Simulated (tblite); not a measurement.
# C6H9FOSi2: the cost of one run

Computed with tblite 0.8.0 and PySCF 2.14.0, with density-fitted response routines of our own, on a single molecule in the gas phase. Atoms are numbered from 0 throughout.

### Step 1. Starting geometry

19 atoms, charge 0, multiplicity 1; geometry from: force field or distance geometry start.

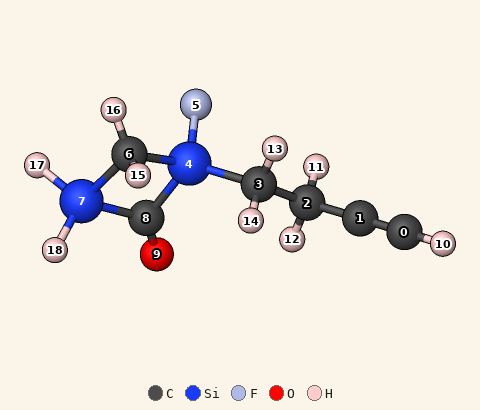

As it starts; carbon dark grey, silicon blue, fluorine light blue, oxygen red, hydrogen pink, atoms numbered; sticks join atoms by distance.

### Step 2. Relaxing the molecule with GFN2-xTB

The job: settings as JSON, then the geometry in Å.

```
{"job": {"kind": "relax", "xc": "GFN2-xTB", "basis": "xTB"}, "charge": 0, "multiplicity": 1}
C      4.331100    -0.908100    -0.272900
C      3.224700    -0.650900    -0.711800
C      1.900600    -0.354700    -1.229900
C      0.982300     0.209300    -0.140800
Si    -0.723400     0.621600    -0.659600
F     -0.728000     1.852300    -1.688800
C     -1.848900     1.026900     0.808900
Si    -3.135100    -0.160800     0.022200
C     -1.840000    -0.696000    -1.110000
O     -1.751500    -1.638100    -1.864100
H      5.290700    -1.130000     0.104500
H      1.980600     0.370300    -2.050300
H      1.454100    -1.261500    -1.654300
H      1.454100     1.094900     0.298400
H      0.927300    -0.520600     0.687000
H     -1.480300     0.666200     1.786400
H     -2.180600     2.064400     0.879700
H     -4.265900     0.589600    -0.589500
H     -3.601700    -1.165400     1.019700
```

Run with:

```sh
> OMP_NUM_THREADS=1 python probes_run.py task.json out
```

The driver reads the jobs from task.json and runs them one after another.

Q: Estimate the wall time of this first job on 1 thread of Intel Xeon at 2.50GHz, shared host.

About 2.6 s.
